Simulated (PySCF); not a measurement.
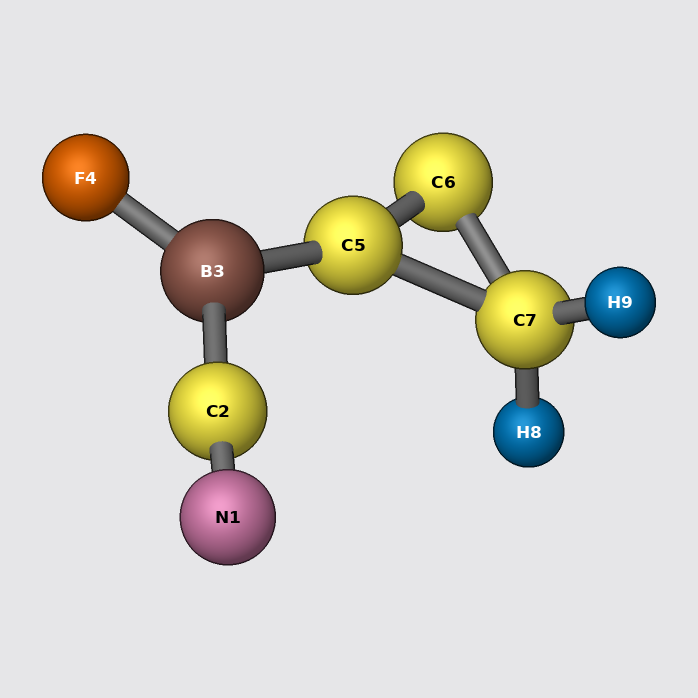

The questions are on Mulliken spin populations. Charge 0, doublet. The geometry was computed by an optimisation with GFN2-xTB. No frequency run is at hand to confirm it as a minimum. Properties computed with UKS B3LYP, pcH-1 on B C F H N, non-relativistic (PySCF 2.14.0).

Which atom carries the largest spin population?

Answer. C6 (0.66 e).

Which atom has the lowest spin population?

Answer. B3, H8, H9 (−0.01 e); a negative value comes from spin polarisation.

List the Mulliken spin populations.

```json
{"atom": "N1", "value (e)": "0.00"}
{"atom": "C2", "value (e)": "0.00"}
{"atom": "B3", "value (e)": "−0.01"}
{"atom": "F4", "value (e)": "0.00"}
{"atom": "C5", "value (e)": "0.07"}
{"atom": "C6", "value (e)": "0.66"}
{"atom": "C7", "value (e)": "0.30"}
{"atom": "H8", "value (e)": "−0.01"}
{"atom": "H9", "value (e)": "−0.01"}
```

Mulliken values depend strongly on the basis set. The geometry is semi-empirical. Around B such bond lengths and angles can be off by a tenth of an ångström or more and by several degrees, and values that hang on the shape move with them.
